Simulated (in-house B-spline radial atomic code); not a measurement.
# Ni⁶⁺: excited configurations

Wanted: excitation energies of Ni⁶⁺ as differences of total energies (ΔSCF).

Program: in-house B-spline radial atomic code version 1. Level of theory: Dirac-Hartree-Fock, average of configuration, Fermi nucleus, basis-set limit. These are calculated values, not measurements, unless marked.

## (1) What is computed

```
element       : nickel (Z = 28)
charge        : +6
electrons     : 22
configuration : [Ar] 3d4
Hamiltonian   : Dirac-Coulomb
nucleus       : Fermi, rms radius 3.776 fm
```

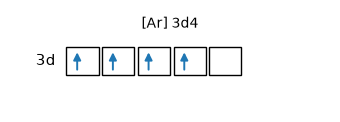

Occupation of the outer shells (arrows by Hund's rule).

The boxes draw the filling by Hund's rule, which heavy ions in jj coupling don't follow; these runs average over all states of the configuration.

Settings, as recorded:

```ini
Z = 28
electrons = 22.0
configuration = [Ar] 3d4
hamiltonian = dirac
method = hf
spin_polarised = False
nucleus = fermi
rms_radius = 3.7757
mass_number = 58
atomic_mass = 57.93534165
speed_of_light = 137.035999084
```

From the earlier run of the reference: total energy -1508.496305 hartree. Levels, eight at most:

| orbital | occupation | energy (eV) | <r> (bohr) |
| --- | --- | --- | --- |
| 2s1/2 | 2 | -1176.21 | 0.2433 |
| 2p1/2 | 2 | -1036.90 | 0.2126 |
| 2p3/2 | 4 | -1019.19 | 0.2157 |
| 3s1/2 | 2 | -249.77 | 0.7095 |
| 3p1/2 | 2 | -203.07 | 0.7262 |
| 3p3/2 | 4 | -200.45 | 0.7335 |
| 3d3/2 | 1.6 | -132.66 | 0.7531 |
| 3d5/2 | 2.4 | -132.32 | 0.7555 |

## (2) Run with [Ne] 3s2 3p5 3d4 5d1

Settings, as recorded:

```ini
Z = 28
electrons = 22.0
configuration = [Ne] 3s2 3p5 3d4 5d1
hamiltonian = dirac
method = hf
spin_polarised = False
nucleus = fermi
rms_radius = 3.7757
mass_number = 58
atomic_mass = 57.93534165
speed_of_light = 137.035999084
```

## (3) Configuration [Ne] 3s2 3p5 3d4 6g1

The settings differ from step 2 so:

```diff
@@ -2,3 +2,3 @@
 electrons = 22.0
-configuration = [Ne] 3s2 3p5 3d4 5d1
+configuration = [Ne] 3s2 3p5 3d4 6g1
 hamiltonian = dirac
```

## (4) Run with [Ne] 3s2 3p5 3d4 7f1

The settings differ from step 3 so:

```diff
@@ -2,3 +2,3 @@
 electrons = 22.0
-configuration = [Ne] 3s2 3p5 3d4 6g1
+configuration = [Ne] 3s2 3p5 3d4 7f1
 hamiltonian = dirac
```

## (5) [Ar] 3d3 7d1

The settings differ from step 4 so:

```diff
@@ -2,3 +2,3 @@
 electrons = 22.0
-configuration = [Ne] 3s2 3p5 3d4 7f1
+configuration = [Ar] 3d3 7d1
 hamiltonian = dirac
```

## (6) Run with [Ar] 3d3 6p1

The settings differ from step 5 so:

```diff
@@ -2,3 +2,3 @@
 electrons = 22.0
-configuration = [Ar] 3d3 7d1
+configuration = [Ar] 3d3 6p1
 hamiltonian = dirac
```

## (7) Configuration [Ne] 3s2 3p5 3d4 4d1

The settings differ from step 6 so:

```diff
@@ -2,3 +2,3 @@
 electrons = 22.0
-configuration = [Ar] 3d3 6p1
+configuration = [Ne] 3s2 3p5 3d4 4d1
 hamiltonian = dirac
```

How far above the reference does each configuration lie (order and size, in eV)?

The runs gave:

| net move | configuration | energy above the reference (eV) | with Breit, QED, recoil (eV) | largest <r> (bohr) |
| --- | --- | --- | --- | --- |
| 3d → 6p | [Ar] 3d3 6p1 | 104.13 | 104.14 | 5.35 |
| 3d → 7d | [Ar] 3d3 7d1 | 114.42 | 114.44 | 8.58 |
| 3p → 4d | [Ne] 3s2 3p5 3d4 4d1 | 142.73 | 142.63 | 2.17 |
| 3p → 5d | [Ne] 3s2 3p5 3d4 5d1 | 165.62 | 165.53 | 3.87 |
| 3p → 6g | [Ne] 3s2 3p5 3d4 6g1 | 180.60 | 180.51 | 6.27 |
| 3p → 7f | [Ne] 3s2 3p5 3d4 7f1 | 185.20 | 185.11 | 9.36 |

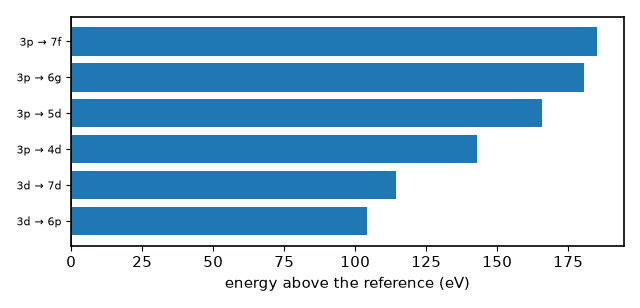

Energy of each configuration above the reference.

Quantum defects of the promoted electron, δ = n − ζ/√(−2ε) with ζ = 7 and ε its orbital energy in hartree:

| promotion | δ |
| --- | --- |
| 3d → 6p | 0.956 |
| 3d → 7d | 0.527 |
| 3p → 4d | 0.563 |
| 3p → 5d | 0.541 |
| 3p → 6g | 0.004 |
| 3p → 7f | 0.084 |

The energies run from 104.13 eV (3d → 6p) to 185.20 eV (3p → 7f). Koopmans' estimate of the ionisation threshold is 132.32 eV; 4 configurations exceed it by over 2 % and could autoionise. Of those tabulated, the defect is largest for 6p (0.96) and least for 6g (0.00): low angular momentum penetrates the core, high angular momentum stays outside it. Two partly filled shells share a symmetry and can mix in the average, which may lower the energy, for: 3d → 7d; 3p → 4d; 3p → 5d. These are averages over configurations, without correlation, not spectroscopic levels.
